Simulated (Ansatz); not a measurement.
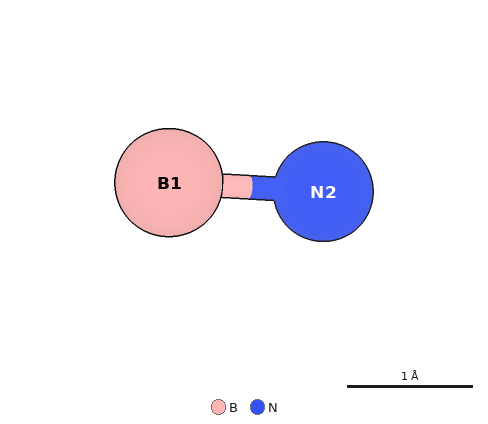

Simulated data, not a measurement (program: Ansatz).

Atoms carry their numbers in the input. The species is neutral and a spin triplet. Geometry: a fixed input geometry, not necessarily a minimum.

Which atoms are bonded, and how long are the bonds?

```tsv
bond	length (Å)
B1–N2	1.325
```

The spin state was imposed, and no run here compares it with a lower spin, which may lie lower.
